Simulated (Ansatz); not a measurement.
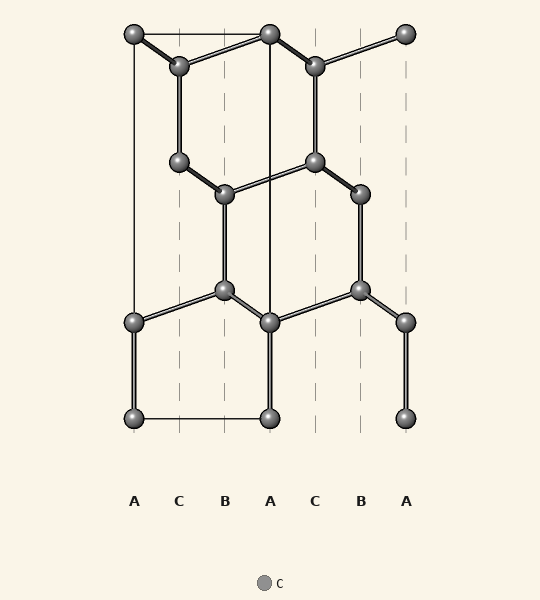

The picture looks along a close-packed row of the hexagonal mesh; [111] points upwards. The dashed lines mark the three columns A (0, 0), B (1/3, 2/3) and C (2/3, 1/3). The box is the hexagonal cell of the face-centred cubic lattice. The sequence starts with the first layer at or above the cell's origin.

C. Coordinates: the end point of a relaxation with DFT, LDA (PW92), plane waves (420 eV) with PAW, scalar-relativistic in Ansatz.

### List the layers of one repeat.

C(A) – C(A) – C(B) – C(B) – C(C) – C(C) (six layers in 6.12 Å).
